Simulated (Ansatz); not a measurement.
# GeO (SMILES [O]=[Ge]): levels of theory compared

Wanted: a comparison of 6 runs (HF/STO-3G, B2PLYP/STO-3G, BHLYP/STO-3G, CAM-B3LYP/STO-3G, PBE0/STO-3G, MP2/STO-3G) of GeO. 

The results are computed with Ansatz 0.2.0.

69 further runs of the same task are left out: 29 that didn't finish, 40 set aside as unsound or not needed.

## (1) The molecule

GeO has 2 atoms, charge 0, and is taken as a singlet. SMILES: `[O]=[Ge]`. The Ge2–O1 distance was set to 3.941 Å, away from the relaxed value.

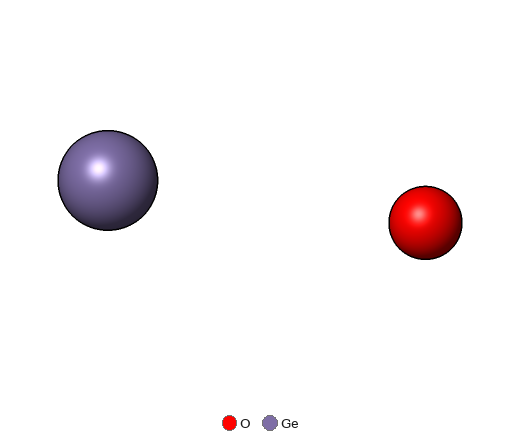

Viewed from a chosen angle; oxygen red, germanium purple.

## (2) A single-point energy at HF/STO-3G (run 1)

Contents of molecule.yaml:

```yaml
crystal:
  periodic: [false, false, false]
  atoms:
    - {symbol: O, position_ang: [0.000000, 0.000000, -2.364710]}
    - {symbol: Ge, position_ang: [0.000000, 0.000000, 1.576490]}
basis:
  gaussian: {orbitals: STO-3G}
hamiltonian: {xc: hf}
accuracy: high
```

On the command line:

```console
$ ansatz run molecule.yaml --threads 1 --pin off --max-ram 2610MiB --events-out events.jsonl --progress --plain --runs-dir runs
```

What it wrote:

```text
Warning: RAYON_NUM_THREADS=1 ignored (pool sized by the plan → 1); use --threads N
Functional definition: HF
  name "HF"
  exchange = exact_x
  correlation = 0
261 factors; integrals over basis functions are off by at most 6.7e-9 eV
mean field evaluation 1: about -57791.9690 eV, gradient 7.1e0 eV
mean field evaluation 2: about -57791.9795 eV, gradient 7.1e0 eV
mean field evaluation 4: about -57791.8205 eV, gradient 8.1e0 eV
mean field evaluation 8: about -57830.1500 eV, gradient 1.9e0 eV
mean field evaluation 16: about -57830.1734 eV, gradient 1.4e-1 eV
mean field evaluation 32: about -57830.1418 eV, gradient 5.9e-1 eV
mean field evaluation 64: about -57830.1213 eV, gradient 1.3e-2 eV
mean field evaluation 96: about -57792.3402 eV, gradient 9.4e0 eV
mean field -57830.18769073 eV, -2125.2201989252 hartree, gradient 3.6e-9 eV, S^2 0.000000; 4 other end points of the search recorded, 0 dependent functions left out
reference -57830.18769073 eV, -2125.2201989252 hartree; 20, 20 occupied and 3, 3 virtual orbitals, 261 factors
Total energy: -57830.18769073 eV, -2125.2201989252 hartree
```

It took 0.26 s on 1 thread of Arm Neoverse V1, shared host.

## (3) The energy at B2PLYP/STO-3G (run 2)

Contents of in.yaml:

```yaml
crystal:
  periodic: [false, false, false]
  atoms:
    - symbol: O
      position_ang: [0.000000, 0.000000, -2.364710]
    - symbol: Ge
      position_ang: [0.000000, 0.000000, 1.576490]
basis:
  gaussian: {orbitals: STO-3G}
hamiltonian: {xc: {name: B2PLYP}}
correlation: {frozen_orbitals: {Ge: 9, O: 1}}
accuracy: high
```

On the command line:

```console
$ ansatz run in.yaml --threads 1 --pin off --max-ram 2610MiB --events-out events.jsonl --progress --plain --runs-dir runs
```

What it wrote:

```text
Warning: RAYON_NUM_THREADS=1 ignored (pool sized by the plan → 1); use --threads N
Functional definition: B2PLYP
  name "B2PLYP"
  parameter a = 0.53
  parameter c = 0.27
  exchange = (1 - a)*b88_x + a*exact_x
  correlation = (1 - c)*lyp_c + c*(mp2_os + mp2_ss)
261 factors; integrals over basis functions are off by at most 6.7e-9 eV
mean field evaluation 1: about -57822.0582 eV, gradient 8.1e0 eV
mean field evaluation 2: about -57822.0638 eV, gradient 8.1e0 eV
mean field evaluation 4: about -57821.6879 eV, gradient 1.0e1 eV
mean field evaluation 8: about -57839.5111 eV, gradient 5.1e1 eV
mean field evaluation 16: about -57860.2266 eV, gradient 6.5e-8 eV
mean field evaluation 32: about -57860.2266 eV, gradient 1.6e-2 eV
mean field evaluation 64: about -57860.1034 eV, gradient 6.6e-1 eV
mean field evaluation 96: about -57823.5974 eV, gradient 4.5e-1 eV
mean field evaluation 128: about -57860.1579 eV, gradient 7.9e-2 eV
mean field -57860.22664127 eV, -2126.3241099966 hartree, gradient 6.5e-9 eV, S^2 0.000000; 8 other end points of the search recorded, 0 dependent functions left out; unrestricted orbitals would lower it
10 core orbitals not correlated: weight in the atoms' cores, before any rotation towards them, 1.000 or more for the frozen orbitals, at most 0.000 for the correlated occupied ones
reference -57860.22665740 eV, -2126.3241105893 hartree; 10, 10 occupied and 3, 3 virtual orbitals, 261 factors
second order -1.33746081 eV of doubles, -0.00000000 eV of singles
Total energy: -57860.58777182 eV, -2126.3373812994 hartree
```

It took 4.2 s on 1 thread of Arm Neoverse V1, shared host.

Runs 3 to 4 aren't shown in full; the table further down has their settings and results.

## (4) A single-point energy at PBE0/STO-3G (run 5)

Contents of run.yaml:

```yaml
crystal:
  periodic: [false, false, false]
  atoms:
    - {symbol: O, position_ang: [0.000000, 0.000000, -2.364710]}
    - {symbol: Ge, position_ang: [0.000000, 0.000000, 1.576490]}
basis:
  gaussian:
    orbitals: STO-3G
hamiltonian:
  xc: pbe0
accuracy: high
```

On the command line:

```console
$ ansatz run run.yaml --threads 1 --pin off --max-ram 2610MiB --events-out events.jsonl --progress --plain --runs-dir runs
```

What it wrote:

```text
Warning: RAYON_NUM_THREADS=1 ignored (pool sized by the plan → 1); use --threads N
Functional definition: PBE0
  name "PBE0"
  parameter a = 0.25
  parameter kappa = 0.804
  parameter beta = 0.06672455060314922
  exchange = (1 - a)*pbe_x(kappa = kappa, mu = beta*pi^2/3) + a*exact_x
  correlation = pbe_c(beta = beta)
261 factors; integrals over basis functions are off by at most 6.7e-9 eV
mean field evaluation 1: about -57825.1071 eV, gradient 9.2e0 eV
mean field evaluation 2: about -57658.6886 eV, gradient 8.9e0 eV
mean field evaluation 4: about -57824.5987 eV, gradient 1.5e1 eV
mean field evaluation 8: about -57862.8800 eV, gradient 7.0e0 eV
mean field evaluation 16: about -57863.3635 eV, gradient 2.7e-1 eV
mean field evaluation 32: about -57863.4087 eV, gradient 4.4e-8 eV
mean field evaluation 64: about -57863.1080 eV, gradient 1.2e-3 eV
mean field evaluation 96: about -57863.2107 eV, gradient 3.0e0 eV
mean field evaluation 128: about -57863.4069 eV, gradient 3.6e-2 eV
mean field evaluation 160: about -57863.1545 eV, gradient 1.6e0 eV
mean field -57863.40874732 eV, -2126.4410502368 hartree, gradient 4.4e-8 eV, S^2 0.000000; 13 other end points of the search recorded, 0 dependent functions left out
reference -57863.40874847 eV, -2126.4410502790 hartree; 20, 20 occupied and 3, 3 virtual orbitals, 261 factors
Total energy: -57863.40874847 eV, -2126.4410502790 hartree
```

It took 6.3 s on 1 thread of Arm Neoverse V1, shared host.

## (5) A single-point energy at MP2/STO-3G (run 6)

Contents of job.yaml:

```yaml
crystal:
  periodic: [false, false, false]
  atoms:
    - {symbol: O, position_ang: [0.000000, 0.000000, -2.364710]}
    - {symbol: Ge, position_ang: [0.000000, 0.000000, 1.576490]}
basis:
  gaussian:
    orbitals: STO-3G
accuracy: high
correlation:
  method: mp2
  frozen_orbitals: {Ge: 9, O: 1}
magnetization:
  spin_polarized: false
  initial_magnetization: 0
```

On the command line:

```console
$ ansatz run job.yaml --threads 1 --pin off --max-ram 2610MiB --events-out events.jsonl --progress --plain --runs-dir runs
```

What it wrote:

```text
Warning: RAYON_NUM_THREADS=1 ignored (pool sized by the plan → 1); use --threads N
Functional definition: HF
  name "HF"
  exchange = exact_x
  correlation = 0
261 factors; integrals over basis functions are off by at most 6.7e-9 eV
mean field evaluation 1: about -57791.9690 eV, gradient 7.1e0 eV
mean field evaluation 2: about -57791.9795 eV, gradient 7.1e0 eV
mean field evaluation 4: about -57791.8205 eV, gradient 8.1e0 eV
mean field evaluation 8: about -57830.1500 eV, gradient 1.9e0 eV
mean field evaluation 16: about -57830.1569 eV, gradient 1.6e-5 eV
mean field evaluation 32: about -57830.1165 eV, gradient 1.8e-6 eV
mean field evaluation 64: about -57830.1449 eV, gradient 3.3e-1 eV
mean field evaluation 96: about -57830.1453 eV, gradient 1.3e-2 eV
mean field evaluation 128: about -57830.1567 eV, gradient 1.6e-7 eV
mean field evaluation 160: about -57807.0990 eV, gradient 4.2e1 eV
mean field evaluation 192: about -57626.6091 eV, gradient 1.0e1 eV
mean field -57830.18769073 eV, -2125.2201989252 hartree, gradient 3.6e-9 eV, S^2 0.000000; 23 other end points of the search recorded, 0 dependent functions left out; unrestricted orbitals would lower it
unrestricted determinant -57834.17263032 eV, -2125.3666427542 hartree, S^2 1.9992
10 core orbitals not correlated: weight in the atoms' cores, before any rotation towards them, 1.000 or more for the frozen orbitals, at most 0.000 for the correlated occupied ones
reference -57830.18769073 eV, -2125.2201989252 hartree; 10, 10 occupied and 3, 3 virtual orbitals, 261 factors
second order -0.86282501 eV of doubles, -0.00000000 eV of singles
WARN: the method's energy lies above the unrestricted determinant's, so it is not that of the lowest state
Total energy: -57831.05051574 eV, -2125.2519071596 hartree
```

Run time: 0.88 s. Hardware: 1 thread of Arm Neoverse V1, shared host.

## (6) All runs side by side

```csv
run,level,frozen core orbitals,energy (Eh),wall time
1,HF/STO-3G,–,-2125.220199,0.26 s
2,B2PLYP/STO-3G,10,-2126.337381,4.2 s
3,BHLYP/STO-3G,–,-2126.799467,1.3 s
4,CAM-B3LYP/STO-3G,–,-2126.737044,4.5 s
5,PBE0/STO-3G,–,-2126.441050,6.3 s
6,MP2/STO-3G,10,-2125.251907,0.88 s
```

## (7) Results

```
                                           quantity           value
                                run 6: total energy  -2125.25191 Eh
run 6: correlation energy (10 core orbitals frozen)       -31.7 mEh
```

In words: Totals of different functionals can't be ranked against each other. In runs 2, 6 the log says that unrestricted orbitals would lower the reference, so the values rest on an unstable closed-shell determinant (other closed-shell runs at this shape may share the fault). In runs 1, 2, 3, 4, 5, 6 the basis is minimal, so the values are rough. In runs 1, 2, 3, 4, 5, 6 a closed-shell determinant meets a far-stretched bond, which it describes badly. All runs together took 17 s, the longest 6.3 s.
